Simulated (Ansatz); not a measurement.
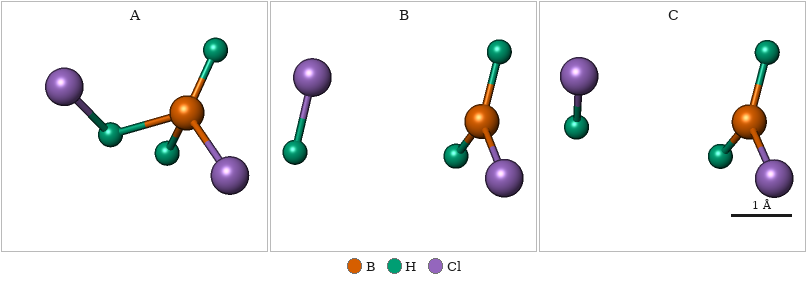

3 geometries from a converged minimum-energy path of BH3Cl2, made up at the start of BH2Cl and HCl, shuffled. A ball-and-stick model, seen from a free direction.

Level of theory: RKS B3LYP-D4/def2-SVP (Ansatz). Set-up: 5 movable images; climbing image; force threshold 0.05 eV/Å; iteration limit 60; starting path through a guess of the saddle point.

One of them is the converged climbing image. Which?

Answer. A. In order along the path, whose images run from 0 to 6: B (image 0, 0.0 kcal/mol), C (image 1, +0.3 kcal/mol), A (image 3, +15.5 kcal/mol). Breaking: B–H (1.20 → 3.19 Å), Cl–H (1.29 → 3.38 Å). Forming: B–Cl (2.98 → 1.75 Å), H–H (3.01 → 0.76 Å).

Limits of the set-up: the start holds two separate molecules, 3.0 Å apart at their closest, whose relative position is a soft coordinate.
